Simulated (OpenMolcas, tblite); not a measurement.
How methods differ on SnNH4F (SMILES [NH2][SnH2][F])

The species is SnNH4F (7 atoms), meant as a singlet with charge 0. As SMILES, `[NH2][SnH2][F]`. The coordinates come from a PBE0-D4/def2-TZVP relaxation. This is one conformer, not always the lowest.

| atom | x (Å) | y (Å) | z (Å) |
| --- | --- | --- | --- |
| N | -0.8246 | 0.0883 | -0.9430 |
| Sn | 0.4977 | -0.0651 | 0.5429 |
| F | 0.2339 | -1.8275 | 1.2724 |
| H | -1.5842 | 0.7414 | -0.8296 |
| H | -0.4695 | 0.1255 | -1.8857 |
| H | 0.1131 | 0.9711 | 1.8338 |
| H | 2.0949 | -0.1018 | -0.0366 |

Quantity: the dipole moment, in D. The values are calculated.

```
                           level             kind     program  value (D)   CPU time
                        GFN2-xTB   semi-empirical      tblite       4.52  under 2 s
    HF/def2-SVP (core potential)     Hartree–Fock  OpenMolcas       4.28      5.1 s
 SVWN5/def2-SVP (core potential)              LDA  OpenMolcas       3.71       17 s
   PBE/def2-SVP (core potential)              GGA  OpenMolcas       3.58       22 s
r2SCAN/def2-SVP (core potential)         meta-GGA  OpenMolcas       3.75       27 s
 BHLYP/def2-SVP (core potential)    global hybrid  OpenMolcas       4.02       18 s
M06-2X/def2-SVP (core potential)  hybrid meta-GGA  OpenMolcas       3.95       24 s
```

The values span 3.58 to 4.52 D. Magnitudes only. Times are those of the runs behind each value, whatever else they computed, on shared processors of several kinds: orders of magnitude only.

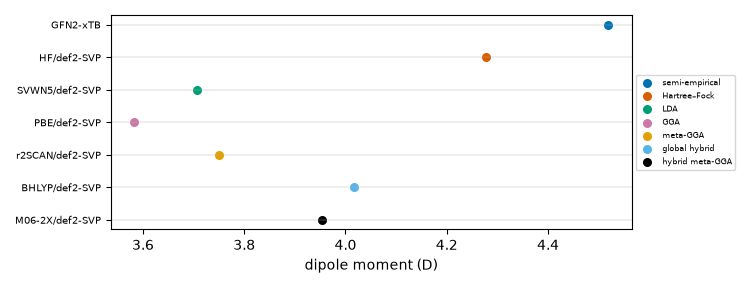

The values of the table, level by level.
